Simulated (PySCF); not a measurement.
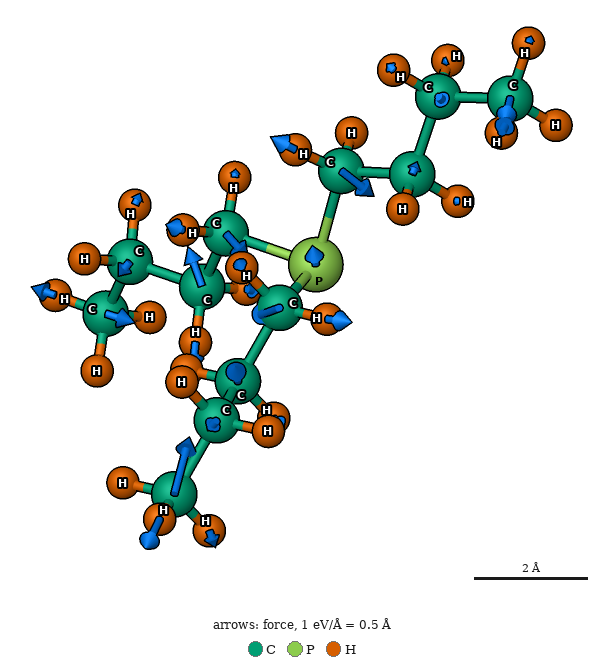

Starting geometry of C₁₂H₂₇P with the computed forces as blue arrows. The picture is a ball-and-stick view, seen from a free direction.

The start comes from GFN2-xTB. Its atoms were then displaced at random by about 0.01 Å.

All numbers below come from PBE0-D3(BJ)/def2-SVP geometry optimisation, gas phase (PySCF). 

Q: What follows when this structure is relaxed?

A: It isn't relaxed: the largest force vector, on a C atom, is 2.71 eV/Å. The final displacements have little in common with the starting forces (cosine between the two patterns 0.14). Over 7 geometry steps the energy falls by 33.3 kJ/mol. The largest move after the best rigid fit is that of an H atom, 0.22 Å. Largest moves by element: H 0.22 Å, C 0.16 Å, P 0.06 Å. Among the contacts that change: C–H 1.044 → 1.101 Å, C–H 1.141 → 1.102 Å, C–H 1.071 → 1.106 Å, C–P 1.889 → 1.861 Å. Bond angles that change, for instance: H–C–H 111.5° → 106.6°, C–C–P 110.4° → 114.5°, H–C–H 111.5° → 107.6°.
